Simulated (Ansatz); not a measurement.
**BF₂HSi (SMILES FB(F)[SiH]): density, localisation and related maps**

```yaml
atoms:
  - { symbol: B, position_ang: [0.3038, 0.0502, 0.4476] }
  - { symbol: F, position_ang: [0.6444, -1.0901, 1.0293] }
  - { symbol: F, position_ang: [-0.5818, 0.7950, 1.0924] }
  - { symbol: Si, position_ang: [1.1482, 0.6581, -1.3177] }
  - { symbol: H, position_ang: [0.0106, -0.0572, -2.0567] }
```

Geometry: PBE0-D3(BJ)/def2-SVP.

Level of theory: Ansatz, isolated molecule in a Gaussian basis; Kohn-Sham density functional theory, functional PBE0.

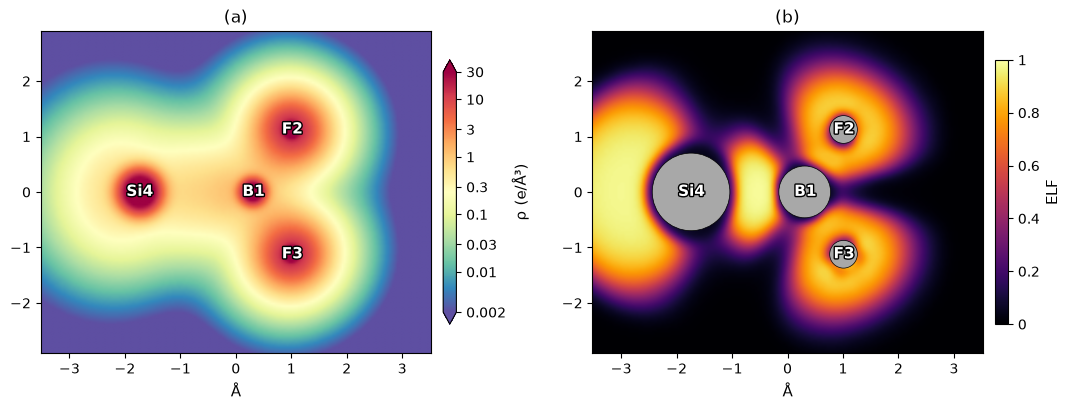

Figure 1. (a) electron density; (b) ELF on the plane of atoms F2, B1 and Si4. Grey discs cover the atomic cores in the ELF map.

**Describe what can be read from this map.**

The plane passes through B, F and Si nuclei. B–F (1.32 Å): the density is about 2.2 e/Å³ at the midpoint; the ELF peaks at about 0.85 between the atoms, as expected for a polar covalent bond. Si–B (2.05 Å): the density is about 0.78 e/Å³ at the midpoint; the ELF peaks at about 1 between the atoms; a covalent bond. The ELF also peaks beside F3, Si4 and F2, away from the bonds: lone-pair regions.

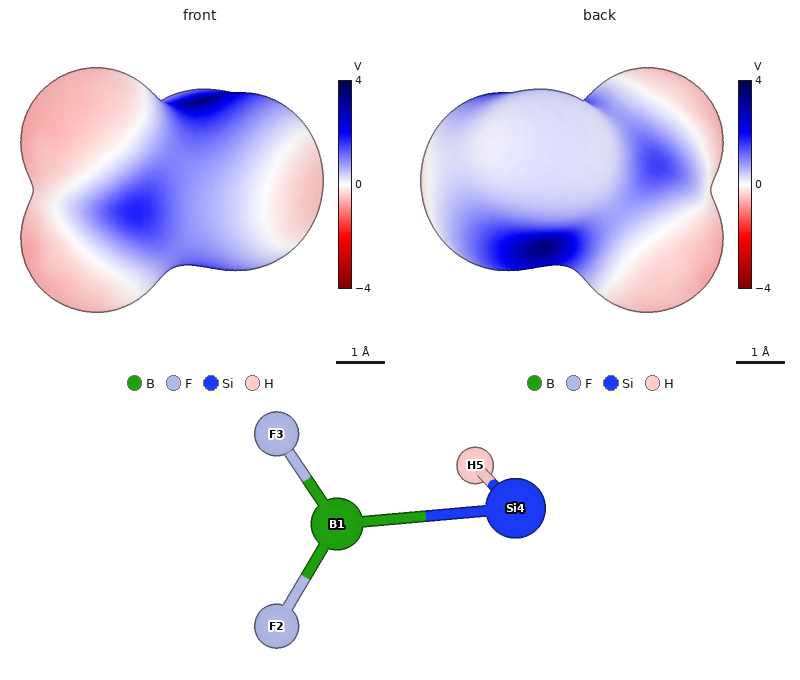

Figure 2. The electrostatic potential painted on the density surface at 0.002 e/bohr³, seen from the front and from behind; red is negative and blue positive. The bare structure is drawn below in the same view.

**Describe the electrostatic potential map.**

The most negative region (about −0.6 V) lies over F2 and F3, the most positive (about +3.3 V) over Si4.

**What dipole moment does the calculation give?**

Its dipole moment is 1.03 D.

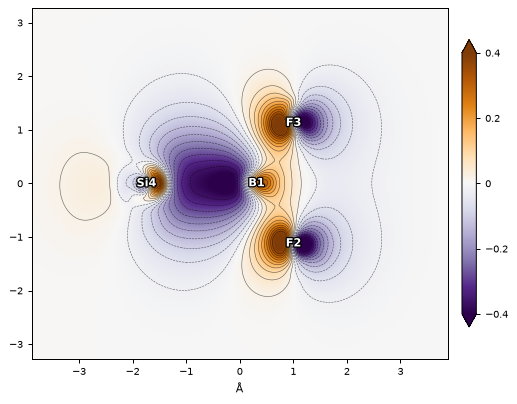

Figure 3. The HOMO−1 on the plane of atoms F3, B1 and Si4 (values in Å⁻³ᐟ²; the overall sign is arbitrary).

**What is the character of this orbital?**

By Hirshfeld shares it lies mainly on Si4 (about 45 %), H5 (about 25 %) and B1 (about 20 %). Its energy is −8.93 eV.
